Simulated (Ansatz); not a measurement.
Run report: GeNH$_{4}$Cl, single-point calculation

GeNH$_{4}$Cl, computed with B2PLYP/cc-pVDZ, RKS (Ansatz 0.2.0).

The geometry comes from this level: PBE0-D4/def2-TZVP.

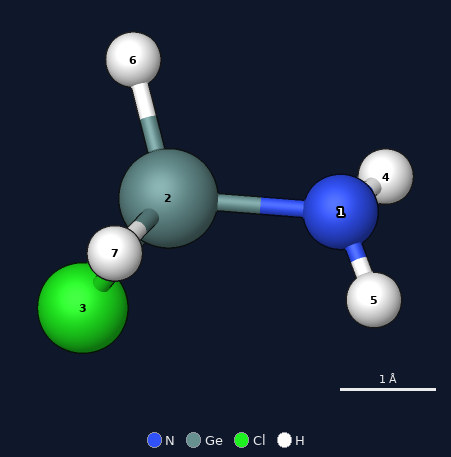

**Figure 1.** The input geometry (ball-and-stick view, seen at a tilt; atoms are numbered from 1 in the order of the input). Sticks mark near contacts. Bond lengths as drawn: Cl–Ge 2.18 Å, Ge–H 1.53 Å, Ge–N 1.82 Å and H–N 1.01 Å.

The input
```yaml
crystal:
  periodic: [false, false, false]
  atoms:
    - {symbol: N, position_ang: [-0.792900, 0.515500, -0.722700]}
    - {symbol: Ge, position_ang: [0.579900, 0.003300, 0.353200]}
    - {symbol: Cl, position_ang: [0.394500, -2.054600, 1.034500]}
    - {symbol: H, position_ang: [-1.700900, 0.526800, -0.279600]}
    - {symbol: H, position_ang: [-0.858900, 0.014700, -1.597700]}
    - {symbol: H, position_ang: [0.559300, 0.864900, 1.617200]}
    - {symbol: H, position_ang: [1.880200, 0.061300, -0.450600]}
basis:
  gaussian: {orbitals: cc-pVDZ}
hamiltonian: {xc: {name: B2PLYP}}
correlation: {frozen_orbitals: {Cl: 5, Ge: 9, H: 0, "N": 1}}
accuracy: high
output: {orbitals: {seedname: orbitals}}
```

Hardware: 1 thread of Arm Neoverse V1, 24 GiB of memory available, shared host.

Run as:
```bash
ansatz run run.yaml --threads 1 --pin off --max-ram 3480MiB --events-out events.jsonl --progress --plain --runs-dir runs
```

Log
```
Functional definition: B2PLYP
  name "B2PLYP"
  parameter a = 0.53
  parameter c = 0.27
  exchange = (1 - a)*b88_x + a*exact_x
  correlation = (1 - c)*lyp_c + c*(mp2_os + mp2_ss)
1818 factors; integrals over basis functions are off by at most 4.5e-9 eV
mean field evaluation 1: about -70572.4784 eV, gradient 4.1e1 eV
mean field evaluation 2: about -70572.6890 eV, gradient 4.1e1 eV
mean field evaluation 4: about -70576.0659 eV, gradient 3.1e0 eV
mean field evaluation 8: about -70576.1008 eV, gradient 1.3e-1 eV
mean field evaluation 16: about -70576.1009 eV, gradient 1.1e-4 eV
mean field -70576.10085891 eV, -2593.6238683658 hartree, gradient 1.4e-8 eV, S^2 0.000000; 0 other end points of the search recorded, 0 dependent functions left out
15 core orbitals not correlated: weight in the atoms' cores, before any rotation towards them, 1.000 or more for the frozen orbitals, at most 0.000 for the correlated occupied ones
reference -70576.10088325 eV, -2593.6238692600 hartree; 15, 15 occupied and 49, 49 virtual orbitals, 1818 factors
second order -14.23146765 eV of doubles, -0.00000000 eV of singles
Total energy: -70579.94337951 eV, -2593.7650783932 hartree
```

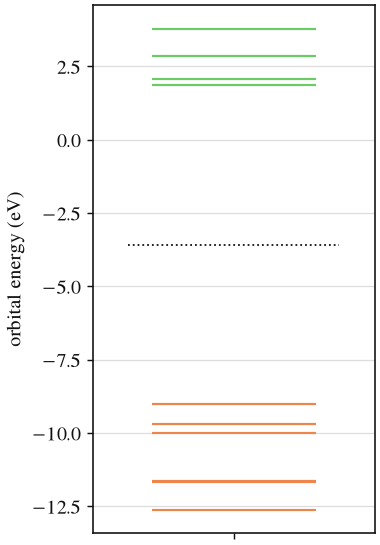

**Figure 2.** Orbital energies near the frontier; the dotted line parts filled from empty levels, and levels within 0.02 eV of each other stand side by side. Highest filled −9.03 eV, lowest empty 1.87 eV, 10.90 eV apart.

Summary

| quantity | value |
| --- | --- |
| outcome | converged |
| total energy | −2593.765078 hartree |
| SCF energy | −2593.623869 hartree |
| basis functions | 79 |
| SCF solution under orbital rotations | stable |
| HOMO | −9.03 eV |
| LUMO | 1.87 eV |
| wall time | 13 s |
| peak memory | 0.28 GiB |
